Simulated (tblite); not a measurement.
## Run report: C7H11, geometry relaxation (part 2 of 2)

The same run, continued: C7H11, multiplicity 2; GFN2-xTB geometry optimisation, gas phase (tblite 0.8.0). It belongs to a series of runs on one base structure; here: H removed from sp3 C.

Geometry of the input (Å):
```
C  -0.3936  -1.6293  -1.4869
C  -0.0704  -0.5664  -0.7586
C  1.0954  0.3143  -1.0687
C  2.1232  0.3569  0.0397
C  -0.8881  -0.2549  0.4835
C  -2.3852  -0.1022  0.1860
C  -1.5491  1.1184  0.4621
H  0.2344  -1.8132  -2.3670
H  -1.2119  -2.2855  -1.2848
H  0.7512  1.3819  -1.1817
H  1.5580  0.0448  -2.0407
H  2.8978  -0.3968  -0.2142
H  1.6430  0.1824  1.0374
H  2.5652  1.3841  0.0065
H  -0.6666  -0.7414  1.4264
H  -2.6947  -0.3372  -0.8280
H  -1.2041  1.7541  -0.3763
H  -1.8134  1.5962  1.4240
```

Trajectory as extended XYZ, continued:
```
18
Properties=species:S:1:pos:R:3:forces:R:3 step=61 energy=-556.39045
C    -0.2235   -1.6698   -1.5399    0.0070  -0.0020   0.0120
C    -0.0508   -0.5724   -0.8216    0.0050   0.0000   0.0150
C     1.0606    0.4067   -1.0774    0.0060   0.0030  -0.0010
C     2.1143    0.3442    0.0286    0.0020  -0.0130   0.0050
C    -0.9380   -0.2510    0.3418    0.0040   0.0270   0.0070
C    -2.3785   -0.0831    0.1645   -0.0150  -0.0060   0.0110
C    -1.6022    1.1137    0.4925    0.0020  -0.0070   0.0010
H     0.4245   -1.9218   -2.3625   -0.0060   0.0130  -0.0120
H    -1.0181   -2.3639   -1.3248   -0.0070  -0.0030  -0.0030
H     0.6547    1.4202   -1.1218    0.0010   0.0030  -0.0120
H     1.5264    0.1856   -2.0397    0.0080  -0.0070   0.0020
H     2.5202   -0.6620    0.1007    0.0280  -0.0090  -0.0020
H     1.6797    0.6072    0.9897   -0.0060   0.0210  -0.0060
H     2.9278    1.0347   -0.1834   -0.0070  -0.0100   0.0020
H    -0.5940   -0.6973    1.2719    0.0070  -0.0020  -0.0120
H    -2.9945   -0.2867   -0.6853   -0.0150   0.0030  -0.0070
H    -1.4641    1.8775   -0.2671   -0.0050  -0.0070   0.0130
H    -1.6533    1.5246    1.4927   -0.0100  -0.0050  -0.0120
18
Properties=species:S:1:pos:R:3:forces:R:3 step=71 energy=-556.39124
C    -0.2301   -1.6636   -1.5410    0.0030  -0.0010  -0.0020
C    -0.0492   -0.5701   -0.8187    0.0000   0.0000   0.0040
C     1.0690    0.4008   -1.0768    0.0020   0.0040  -0.0010
C     2.1232    0.3460    0.0293    0.0020  -0.0010   0.0050
C    -0.9389   -0.2490    0.3432    0.0040   0.0090   0.0030
C    -2.3806   -0.0892    0.1625   -0.0040  -0.0050   0.0120
C    -1.6117    1.1106    0.4957    0.0120  -0.0040  -0.0010
H     0.4146   -1.9141   -2.3666    0.0000   0.0000  -0.0080
H    -1.0301   -2.3528   -1.3299   -0.0030  -0.0010  -0.0030
H     0.6664    1.4153   -1.1320    0.0060   0.0060  -0.0040
H     1.5361    0.1699   -2.0362    0.0000  -0.0080  -0.0010
H     2.5309   -0.6592    0.1132   -0.0070   0.0010  -0.0010
H     1.6894    0.6244    0.9866    0.0030   0.0020  -0.0020
H     2.9380    1.0319   -0.1928   -0.0080  -0.0020   0.0060
H    -0.5926   -0.6966    1.2718   -0.0050   0.0010   0.0020
H    -2.9983   -0.2931   -0.6862    0.0000  -0.0050  -0.0050
H    -1.4721    1.8774   -0.2600   -0.0100   0.0020   0.0000
H    -1.6728    1.5177    1.4968    0.0060   0.0000  -0.0050
18
Properties=species:S:1:pos:R:3:forces:R:3 step=81 energy=-556.39147
C    -0.2312   -1.6600   -1.5440   -0.0010  -0.0020  -0.0070
C    -0.0490   -0.5680   -0.8198   -0.0030  -0.0010   0.0020
C     1.0722    0.3999   -1.0780   -0.0010   0.0030  -0.0010
C     2.1228    0.3466    0.0315    0.0040  -0.0020   0.0010
C    -0.9379   -0.2480    0.3428    0.0060   0.0100   0.0030
C    -2.3808   -0.0932    0.1670   -0.0020  -0.0080   0.0140
C    -1.6150    1.1096    0.4969    0.0130  -0.0050  -0.0010
H     0.4123   -1.9087   -2.3712    0.0030  -0.0010  -0.0050
H    -1.0313   -2.3494   -1.3348   -0.0060   0.0010   0.0010
H     0.6742    1.4158   -1.1404   -0.0040   0.0020   0.0010
H     1.5410    0.1612   -2.0347    0.0040   0.0000   0.0000
H     2.5236   -0.6606    0.1219   -0.0040  -0.0050   0.0080
H     1.6895    0.6347    0.9861   -0.0030  -0.0020  -0.0040
H     2.9429    1.0250   -0.1930   -0.0040   0.0060   0.0010
H    -0.5898   -0.6933    1.2719    0.0040   0.0050  -0.0010
H    -2.9979   -0.2987   -0.6817   -0.0060  -0.0020  -0.0040
H    -1.4854    1.8767   -0.2601    0.0050   0.0020  -0.0010
H    -1.6690    1.5167    1.4983   -0.0070   0.0010  -0.0050
18
Properties=species:S:1:pos:R:3:forces:R:3 step=91 energy=-556.39215
C    -0.2479   -1.6455   -1.5649   -0.0020  -0.0030  -0.0080
C    -0.0469   -0.5647   -0.8293   -0.0050  -0.0010   0.0050
C     1.0849    0.3913   -1.0823    0.0030   0.0080   0.0000
C     2.1151    0.3486    0.0459    0.0130   0.0020   0.0080
C    -0.9215   -0.2430    0.3430    0.0020   0.0180   0.0030
C    -2.3689   -0.1129    0.1904   -0.0100  -0.0070   0.0150
C    -1.6183    1.1062    0.4936    0.0220  -0.0070   0.0020
H     0.3903   -1.8947   -2.3960   -0.0040  -0.0010  -0.0090
H    -1.0583   -2.3244   -1.3614   -0.0060  -0.0070   0.0040
H     0.6913    1.4073   -1.1687    0.0080   0.0060   0.0050
H     1.5697    0.1342   -2.0261   -0.0010   0.0070  -0.0050
H     2.5046   -0.6610    0.1587    0.0050   0.0100   0.0100
H     1.6692    0.6558    0.9887   -0.0050  -0.0020  -0.0070
H     2.9438    1.0177   -0.1751    0.0030  -0.0050  -0.0010
H    -0.5450   -0.6657    1.2717   -0.0160  -0.0040  -0.0040
H    -2.9924   -0.3321   -0.6499   -0.0180  -0.0200  -0.0100
H    -1.5151    1.8689   -0.2717    0.0090  -0.0050  -0.0060
H    -1.6634    1.5202    1.4924    0.0040   0.0100   0.0000
18
Properties=species:S:1:pos:R:3:forces:R:3 step=101 energy=-556.39298
C    -0.2709   -1.6249   -1.5915    0.0040  -0.0040  -0.0090
C    -0.0434   -0.5601   -0.8404    0.0020  -0.0050   0.0040
C     1.1026    0.3821   -1.0858   -0.0010   0.0070   0.0090
C     2.1097    0.3528    0.0639    0.0110   0.0010   0.0120
C    -0.9044   -0.2403    0.3427    0.0070   0.0150  -0.0010
C    -2.3561   -0.1361    0.2178   -0.0040  -0.0110   0.0140
C    -1.6195    1.0998    0.4858    0.0160  -0.0070   0.0020
H     0.3541   -1.8746   -2.4325    0.0060   0.0080  -0.0080
H    -1.0913   -2.2927   -1.3912   -0.0080   0.0000   0.0050
H     0.7187    1.4003   -1.1926   -0.0020   0.0020  -0.0030
H     1.6016    0.1101   -2.0184   -0.0040  -0.0040   0.0120
H     2.4833   -0.6580    0.2145   -0.0070   0.0060  -0.0040
H     1.6463    0.6926    0.9869    0.0080  -0.0050   0.0000
H     2.9536    1.0036   -0.1546   -0.0070  -0.0020  -0.0110
H    -0.5046   -0.6434    1.2701   -0.0040  -0.0030  -0.0010
H    -2.9965   -0.3866   -0.6005   -0.0190   0.0020  -0.0090
H    -1.5406    1.8512   -0.2935    0.0040  -0.0070  -0.0130
H    -1.6512    1.5305    1.4782   -0.0030   0.0070   0.0000
18
Properties=species:S:1:pos:R:3:forces:R:3 step=111 energy=-556.39341
C    -0.2822   -1.6129   -1.6061   -0.0010  -0.0020  -0.0050
C    -0.0419   -0.5595   -0.8430    0.0030  -0.0030  -0.0010
C     1.1096    0.3778   -1.0825    0.0030  -0.0010   0.0060
C     2.1084    0.3569    0.0744    0.0060  -0.0020   0.0040
C    -0.8973   -0.2424    0.3444    0.0010   0.0020  -0.0010
C    -2.3509   -0.1486    0.2333   -0.0040  -0.0030   0.0040
C    -1.6178    1.0943    0.4791   -0.0020   0.0040   0.0030
H     0.3354   -1.8584   -2.4537    0.0070   0.0050  -0.0010
H    -1.1089   -2.2738   -1.4082   -0.0030  -0.0050  -0.0040
H     0.7296    1.3961   -1.2032   -0.0040  -0.0020   0.0010
H     1.6173    0.0954   -2.0069   -0.0050   0.0010  -0.0020
H     2.4747   -0.6544    0.2379    0.0030  -0.0020   0.0000
H     1.6438    0.7097    0.9918    0.0010   0.0010  -0.0050
H     2.9570    0.9998   -0.1490   -0.0040  -0.0010  -0.0020
H    -0.4871   -0.6365    1.2709    0.0010   0.0010   0.0070
H    -3.0046   -0.4101   -0.5713   -0.0030  -0.0030  -0.0030
H    -1.5492    1.8325   -0.3137    0.0010   0.0040  -0.0040
H    -1.6446    1.5405    1.4646    0.0010   0.0060   0.0020
```

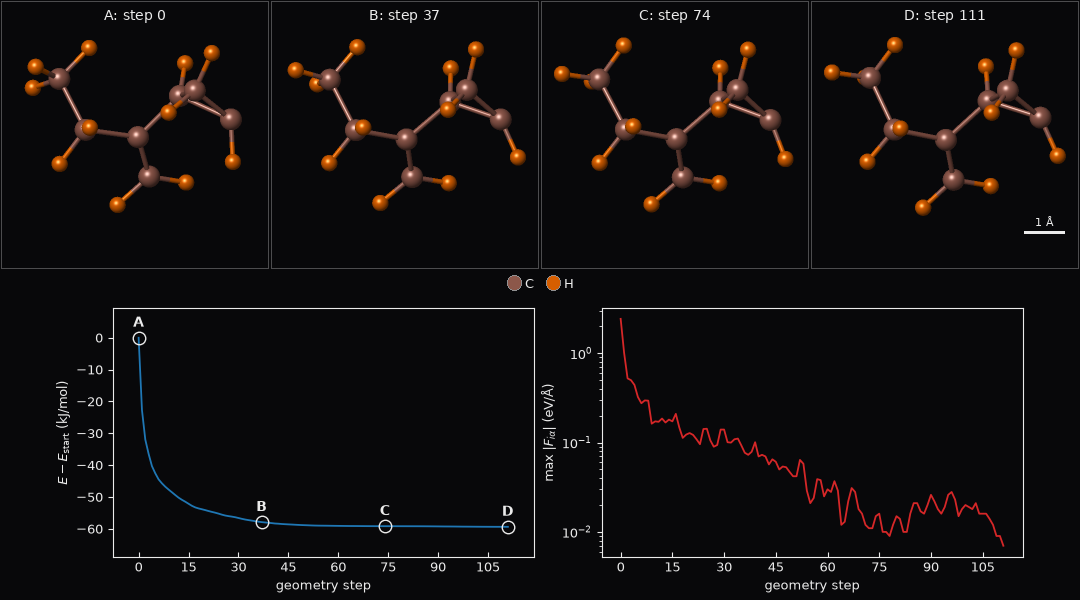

Figure 1. Frames of the relaxation (ball-and-stick view, seen at a tilt) above the curves, on which the letters mark them (steps are counted from 0).

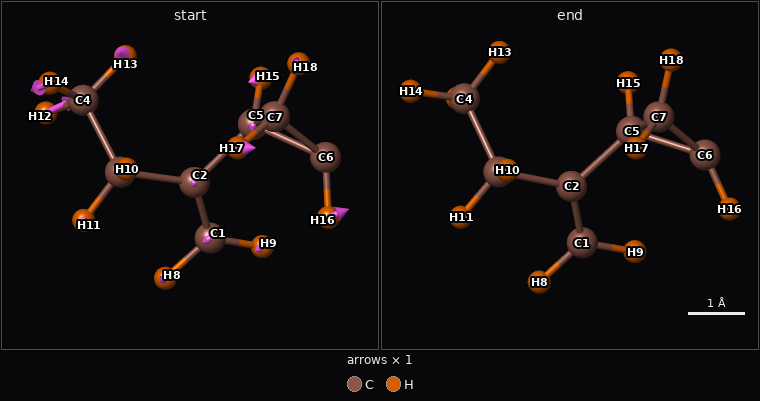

Figure 2. Before (left) and after (right) the relaxation, at one scale (ball-and-stick view, seen at a tilt). The pink arrows give the displacements, at true length. The largest move after the best rigid fit is that of H12, 0.67 Å. By element the largest moves are H 0.67 Å, C 0.17 Å. Distances before and after: C5–C6 1.534 → 1.461 Å, C6–C7 1.505 → 1.464 Å, C3–H10 1.127 → 1.094 Å, C4–H13 1.121 → 1.087 Å. Among the angles that change: C5–C6–H16 116.0° → 130.5°, C7–C6–H16 120.3° → 129.8°, C2–C5–C6 112.8° → 121.4°. The energy falls by 59.4 kJ/mol in 111 geometry steps. Largest force component: 2.4 eV/Å at the start, 0.007 eV/Å at the end. (Atoms are counted from 1 in the order of the input.)

Results in brief:

| quantity | value |
| --- | --- |
| outcome | converged |
| total energy | −556.3934 eV |
| hardware | 1 CPU thread, shared host |
| wall time | 0.52 s |
| peak memory | 0.18 GiB |
